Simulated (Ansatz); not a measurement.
C15H14 (SMILES CC1(C)c2ccccc2-c2ccccc21)

```yaml
atoms:
  - { symbol: C, position_ang: [0.3173, 1.9280, 1.4295] }
  - { symbol: C, position_ang: [0.1604, 1.1795, 0.1004] }
  - { symbol: C, position_ang: [0.2378, 2.1545, -1.0804] }
  - { symbol: C, position_ang: [1.1941, 0.0747, -0.0317] }
  - { symbol: C, position_ang: [2.5784, 0.1805, -0.0668] }
  - { symbol: C, position_ang: [3.3450, -0.9808, -0.1957] }
  - { symbol: C, position_ang: [2.7305, -2.2321, -0.2859] }
  - { symbol: C, position_ang: [1.3410, -2.3440, -0.2518] }
  - { symbol: C, position_ang: [0.5767, -1.1849, -0.1235] }
  - { symbol: C, position_ang: [-0.8728, -0.9931, -0.0608] }
  - { symbol: C, position_ang: [-1.9198, -1.9128, -0.1098] }
  - { symbol: C, position_ang: [-3.2302, -1.4438, -0.0261] }
  - { symbol: C, position_ang: [-3.4890, -0.0771, 0.1034] }
  - { symbol: C, position_ang: [-2.4392, 0.8441, 0.1521] }
  - { symbol: C, position_ang: [-1.1320, 0.3823, 0.0702] }
  - { symbol: H, position_ang: [0.2633, 1.2338, 2.2809] }
  - { symbol: H, position_ang: [-0.4770, 2.6815, 1.5483] }
  - { symbol: H, position_ang: [1.2865, 2.4493, 1.4708] }
  - { symbol: H, position_ang: [0.1255, 1.6237, -2.0372] }
  - { symbol: H, position_ang: [-0.5574, 2.9133, -1.0118] }
  - { symbol: H, position_ang: [1.2059, 2.6795, -1.0893] }
  - { symbol: H, position_ang: [3.0694, 1.1551, 0.0044] }
  - { symbol: H, position_ang: [4.4351, -0.9100, -0.2251] }
  - { symbol: H, position_ang: [3.3448, -3.1303, -0.3865] }
  - { symbol: H, position_ang: [0.8625, -3.3239, -0.3241] }
  - { symbol: H, position_ang: [-1.7198, -2.9825, -0.2108] }
  - { symbol: H, position_ang: [-4.0629, -2.1505, -0.0628] }
  - { symbol: H, position_ang: [-4.5218, 0.2743, 0.1663] }
  - { symbol: H, position_ang: [-2.6525, 1.9118, 0.2540] }
```

Geometry: PBE0-D4/def2-SVP.

All numbers below come from RKS PBE0-D4/def2-TZVP (Ansatz).

> What can the converged electron density and electron localisation function tell about the bonding?

C–C (1.39 Å): the density is about 2.1 e/Å³ at the midpoint; the ELF peaks at about 0.95 between the atoms: a covalent bond.
C–H (1.09 Å): ρ at the midpoint is about 2 e/Å³; the ELF climbs to about 1 towards the hydrogen, as it does in any bond to H; a covalent bond by its length.
C–C (1.46 Å): ρ is about 1.9 e/Å³ halfway; the ELF peaks at about 0.95 between the atoms; a covalent bond.
C–C (1.52 Å): the density is about 1.7 e/Å³ at the midpoint; the ELF peaks at about 0.95 between the atoms, as expected for a covalent bond.

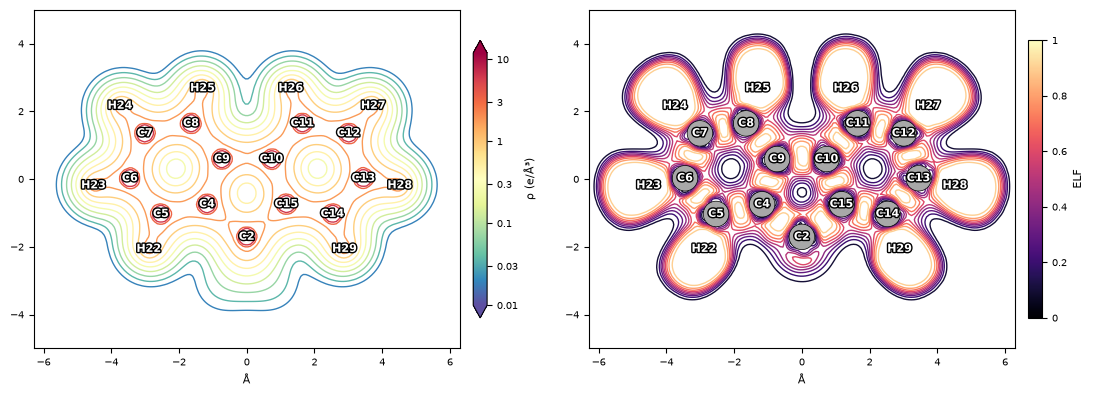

Computed electron density and electron localisation function on the plane of atoms C12, C11 and H26, in this order. Grey discs cover the atomic cores in the ELF map. 
